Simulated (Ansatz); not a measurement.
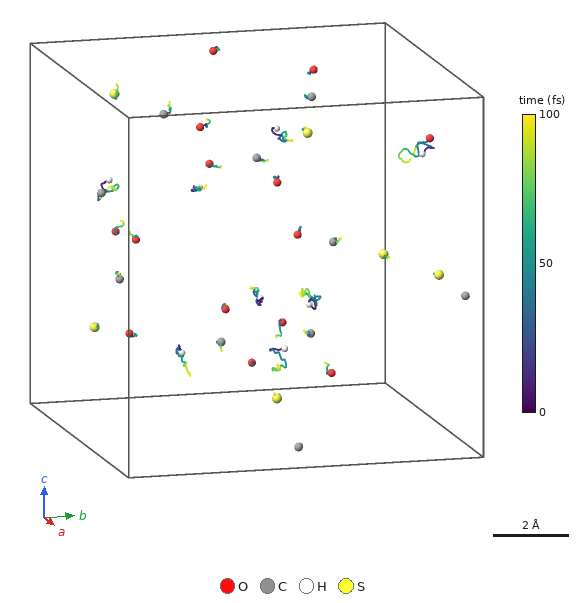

First-principles dynamics of a periodic cell with 4 HCOOH + 6 OCS at 0.927 g/cm³, 100 fs long. It starts from the last geometry of an earlier run, with fresh velocities. Lines trace each atom's path, coloured by time; spheres stand at the starting positions. Seen slightly off an axis in the simulation cell.

Level of theory: DFT r2SCAN-D3(BJ), scalar-relativistic, plane waves, PAW (Ansatz). Set-up: plane-wave cutoff 500 eV; k-point mesh 1 × 1 × 1; Fermi-Dirac smearing 0.02 eV; Langevin thermostat (NVT); set temperature 400 K; time step 0.5 fs; friction 0.05 per fs.

Describe the motion.

In the second half of the run the atoms are, in the root-mean-square, this far from where they began (common drift taken out): H 0.49 Å, O 0.34 Å, C 0.24 Å, S 0.19 Å. The heavy atoms stay within a fraction of a molecule's size of their starting places; so short a run doesn't tell a liquid from a solid. The self-consistency threshold is loose, so the forces are noisy.

Cost: 16 min on 4 threads of AMD EPYC 9R14 (Zen 4) (shared host), peak memory 2.5 GiB.
